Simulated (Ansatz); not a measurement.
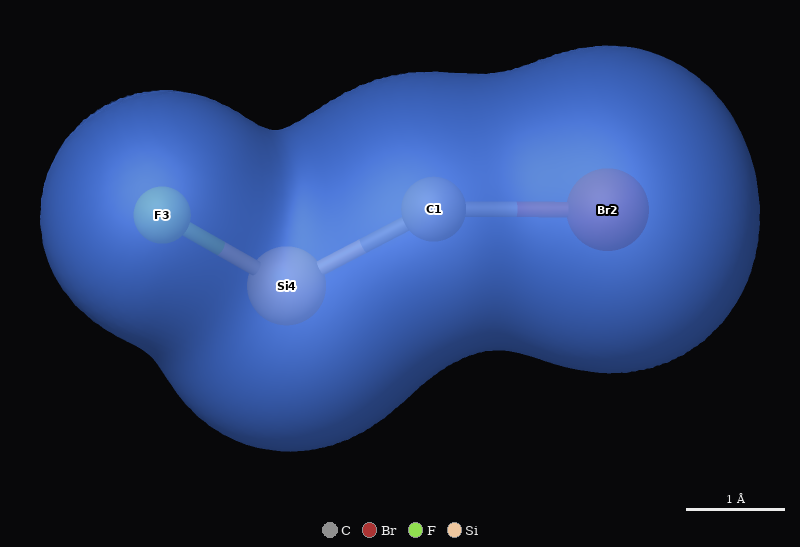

*CBrFSi (SMILES F[Si]#CBr). Isosurface of the electron density at 0.05 e/Å³ (blue), seen at a tilt.*

Geometry: B3LYP/6-31G*.

Method: isolated molecule in a Gaussian basis; Kohn-Sham density functional theory, functional PBE0 (Ansatz 0.2.0).

What does this surface tell about the bonding?

At this value the surface is in one piece. It bridges the sampled Si–F (1.62 Å), C–Si (1.73 Å) and C–Br (1.81 Å) contacts, where the density stays above the isovalue. On the grid the lowest density along these lines, outside the cores, is 0.96 e/Å³ (Si–F, 1.62 Å), 0.88 e/Å³ (C–Si, 1.73 Å) and 1.3 e/Å³ (C–Br, 1.81 Å).
